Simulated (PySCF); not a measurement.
# SO2 (sulfur dioxide) at 6 levels

Wanted: a comparison of 6 runs (HF/3-21G, BHLYP/def2-TZVPP, PBE0/def2-TZVPP, SVWN5/def2-TZVPP, wB97M-V/def2-TZVPP, CCSD(T)/def2-TZVPP) of SO2 (sulfur dioxide). Input form: a Python script.

The calculation is run with PySCF 2.14.0.

3 further runs of the same task are left out: 3 set aside as unsound or not needed. Runs told in other sessions of the task aren't counted.

### Step 1. Starting point

SO2: 3 atoms, total charge 0, spin state singlet. SMILES: `O=S=O`. The coordinates come from a GFN2-xTB relaxation.

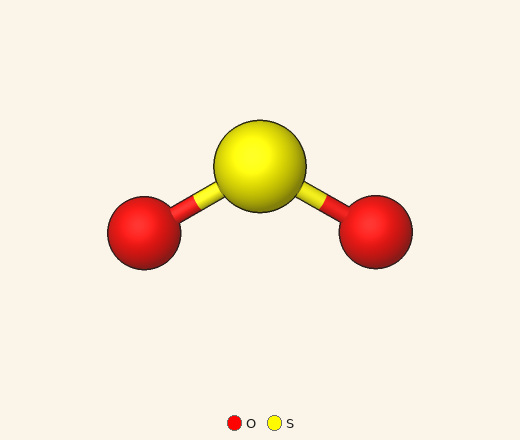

Viewed from a chosen angle; oxygen red, sulfur yellow.

### Step 2. The energy at HF/3-21G (run 1)

job.py

```python
# O=S=O
from pyscf import gto

mol = gto.M(
    atom='O -0.970250 0.629650 -0.459050; S 0.280030 0.371410 0.194090; O 0.690220 -1.001060 0.264960',
    spin=0,
    verbose=4,
    charge=0,
    basis='3-21g',
    max_memory=1860,
)

calc0 = mol.RHF()
calc0.conv_tol = 1e-10
calc0.kernel()
if not calc0.converged:
    calc0 = calc0.newton().run(calc0.mo_coeff, calc0.mo_occ)

energy = calc0.e_tot
print('E = %.10f Eh' % energy)
```

On the command line:

```
$ OMP_NUM_THREADS=1 python job.py
```

The program printed:

```text
<dir> SyntaxWarning: invalid escape sequence '\W'
  S = {(paw_set(r)[0], bool(re.search(r"spin_orbit\W+true|paw_fr", str((r.get("files") or {}).get("input") or "")) or re.search("(?i)spin.orbit\W+(value\W+)?(true|yes)|value\W+spin-orbit", json.dumps(r.get("inputs"), default=str)))) for r in records}

PySCF version 2.14.0

[... 59 lines left out ...]
converged SCF energy = -544.248692690319
E = -544.2486926903 Eh
```

Run time: 0.91 s. Hardware: 1 thread of Arm Neoverse V1, shared host; peak memory 0.12 GiB.

### Step 3. A single-point energy at BHLYP/def2-TZVPP (run 2)

calc.py

```python
from pyscf import gto, dft

system = gto.M(
    atom=[
    ('O', (-0.970250, 0.629650, -0.459050)),
    ('S', (0.280030, 0.371410, 0.194090)),
    ('O', (0.690220, -1.001060, 0.264960)),
],
    verbose=3,
    basis='def2-tzvpp',
    max_memory=1860,
)

mf = dft.RKS(system)
mf.xc = 'bhandhlyp'
mf.grids.level = 5
mf.conv_tol = 1e-10
mf.kernel()
if not mf.converged:
    mf = mf.newton().run(mf.mo_coeff, mf.mo_occ)

etot = mf.e_tot
print(f'total energy: {etot:.8f} hartree')
```

On the command line:

```
$ OMP_NUM_THREADS=1 python calc.py
```

The program printed:

```text
<dir> SyntaxWarning: invalid escape sequence '\W'
  S = {(paw_set(r)[0], bool(re.search(r"spin_orbit\W+true|paw_fr", str((r.get("files") or {}).get("input") or "")) or re.search("(?i)spin.orbit\W+(value\W+)?(true|yes)|value\W+spin-orbit", json.dumps(r.get("inputs"), default=str)))) for r in records}
converged SCF energy = -548.619983020137
total energy: -548.61998302 hartree
```

Wall time 12 s (1 thread of Arm Neoverse V1, shared host); peak memory 0.52 GiB.

Runs 3 to 5 aren't shown in full; the table further down has their settings and results.

### Step 4. A single-point energy at CCSD(T)/def2-TZVPP (run 6)

job.py

```python
from pyscf import gto, cc

mol = gto.M(
    atom='''
O     -1.833507     1.189866    -0.867479
S      0.529180     0.701863     0.366777
O      1.304327    -1.891729     0.500702
''',
    max_memory=1860,
    basis='def2-tzvpp',
    verbose=3,
    unit='bohr',
)

myscf = mol.RHF()
myscf.conv_tol = 1e-10
myscf.kernel()
if not myscf.converged:
    myscf = myscf.newton().run(myscf.mo_coeff, myscf.mo_occ)

mycc = cc.CCSD(myscf, frozen=7)
mycc.kernel()
e_t = mycc.ccsd_t()
etot = mycc.e_tot + e_t
print('Final energy', etot)
```

On the command line:

```
$ OMP_NUM_THREADS=1 python job.py
```

The program printed:

```text
<dir> SyntaxWarning: invalid escape sequence '\W'
  S = {(paw_set(r)[0], bool(re.search(r"spin_orbit\W+true|paw_fr", str((r.get("files") or {}).get("input") or "")) or re.search("(?i)spin.orbit\W+(value\W+)?(true|yes)|value\W+spin-orbit", json.dumps(r.get("inputs"), default=str)))) for r in records}
converged SCF energy = -547.302299170338
E(CCSD) = -547.9505705568614  E_corr = -0.6482713865234832
CCSD(T) correction = -0.033263681994816
Final energy -547.9838342388563
```

It took 44 s on 1 thread of Arm Neoverse V1, shared host; peak memory 0.7 GiB.

### Step 5. Overview of the runs

```csv
run,level,integration grid,nlc grid,energy (Eh),dipole moment (D) of the reference,HOMO energy (eV),LUMO energy (eV),wall time
1,HF/3-21G,–,–,-544.248693,2.76,-12.75,0.22,0.91 s
2,BHLYP/def2-TZVPP,5,–,-548.619983,2.05,-11.16,-2.40,12 s
3,PBE0/def2-TZVPP,5,–,-548.410833,1.82,-9.59,-3.41,11 s
4,SVWN5/def2-TZVPP,5,–,-546.308699,1.71,-8.20,-4.55,7.8 s
5,wB97M-V/def2-TZVPP,5,1,-548.653950,1.94,-11.97,-1.03,45 s
6,CCSD(T)/def2-TZVPP,–,–,-547.983834,2.28,-13.57,0.35,44 s
```

### Step 6. Results

| quantity | value |
| --- | --- |
| run 6: total energy | -547.98383 Eh |
| run 6: dipole moment (Hartree–Fock density) | 2.28 D |
| run 6: HOMO energy (Hartree–Fock orbitals) | -13.57 eV |
| run 6: LUMO energy (Hartree–Fock orbitals) | 0.35 eV |
| run 6: HOMO–LUMO gap (Hartree–Fock orbitals) | 13.91 eV |
| run 6: correlation energy (7 core orbitals frozen) | -681.5 mEh |
| run 6: (T) correction | -33.26 mEh |
| run 6: T1 diagnostic | 0.021 |

Over runs 1, 2, 3, 4, 5 the dipole moment (its size) runs from 1.71 D (SVWN5/def2-TZVPP) to 2.76 D (HF/3-21G). The two ends differ in method and basis. Over runs 1, 2, 3, 4, 5 the HOMO–LUMO gap runs from 3.65 eV (SVWN5/def2-TZVPP) to 12.97 eV (HF/3-21G). Totals of different functionals can't be ranked against each other. All runs together took 2 min, the longest 45 s.
